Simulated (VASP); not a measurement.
Band structure of Ge (diamond). These are PBEsol GGA, VASP's PBE PAW potentials (set 64) (plane waves; VASP) values and carry that method's errors.

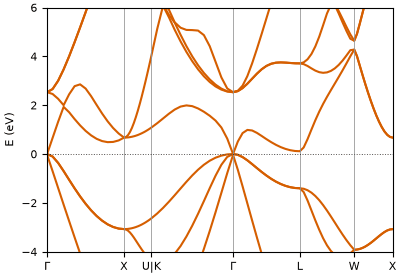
Figure. Bands along high-symmetry lines, zero at the valence-band maximum or, without a gap, the Fermi level

Problem. Read the plot: is there a gap, and where are the band edges?

Solution. It has no gap at this level: it comes out as a metal or semimetal. (Edges off the drawn lines would not show.)

Measured: gap 0.79 eV (computed value off by -0.79 eV), as given by Anna Miglio et al., npj Computational Materials (2020), arXiv:2011.12765 [measured zero-point renormalisation of 52 meV added back].

The compound is Ge in the diamond structure. It was relaxed first.
